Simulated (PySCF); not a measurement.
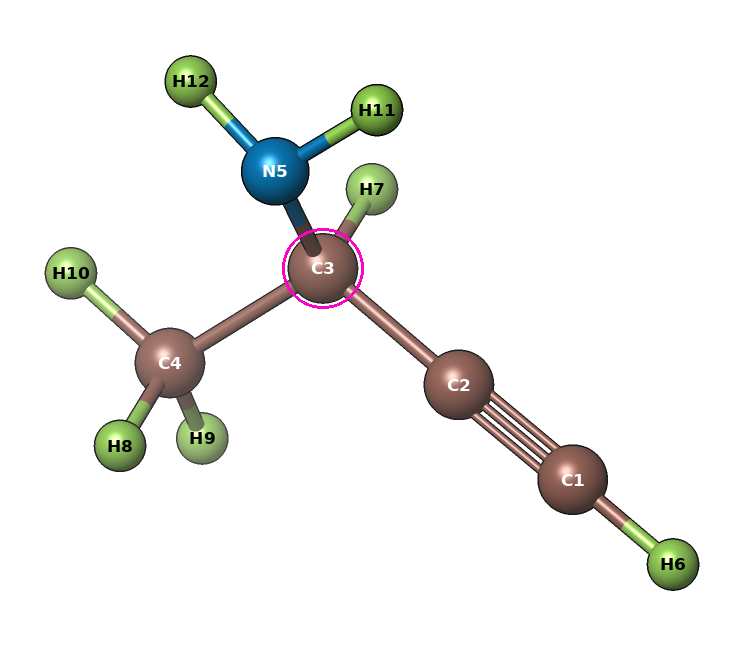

Depth is shown by fading: the farther an atom, the more it takes the colour of the background. Circles mark the stereogenic atoms. The computed structure is the end point of a PBE0-D3(BJ)/def2-SVP optimisation. No frequency run is at hand to confirm it as a minimum.

### What are the Cahn–Ingold–Prelog descriptors?

C3: R (priorities N5 > C2 > C4 > H7).

### Give a SMILES with the stereochemistry.

C#C[C@@H](C)N
